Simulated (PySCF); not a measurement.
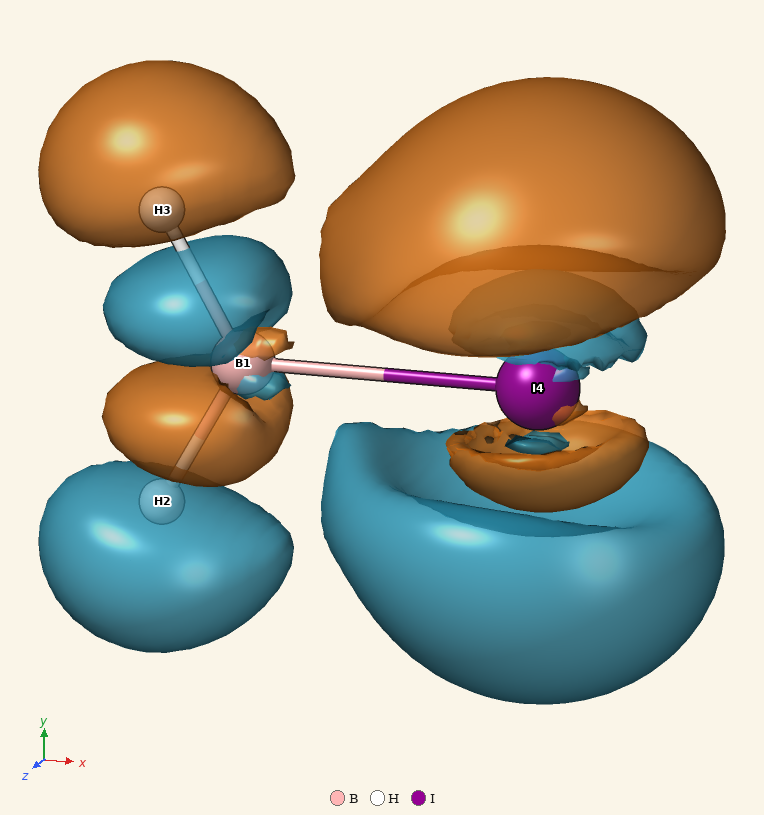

BH$_{2}$I. Change of the electron density in a uniform field of 0.26 V/Å, surfaces at ±0.0015 e/Å³ (light blue: gain, orange: loss).

Method: PBE/def2-SVPD; geometry: GFN2-xTB; program: PySCF. Core potentials replace the inner electrons of I; spin–orbit coupling isn't included. No frequency check shows the geometry to be a minimum. GFN2-xTB bond lengths at metals and heavier atoms can be off by up to 0.1 Å and shapes distorted, which carries into these values.

Along which Cartesian direction does the field point?

Answer. Along +y: electrons gather on the −y side, against the field.

What dipole is induced, and what polarisability does it imply?

Answer. The induced dipole is 0.58 D (along the field); α along this axis, from the fields in both directions, is 46 bohr³ (6.8 Å³).

Which atoms gain and lose the most charge?

Answer. Electrons gather most on H2 (Hirshfeld charge changes by −0.009 e) and leave H3 most (+0.009 e); 0.050 electrons are displaced in all.
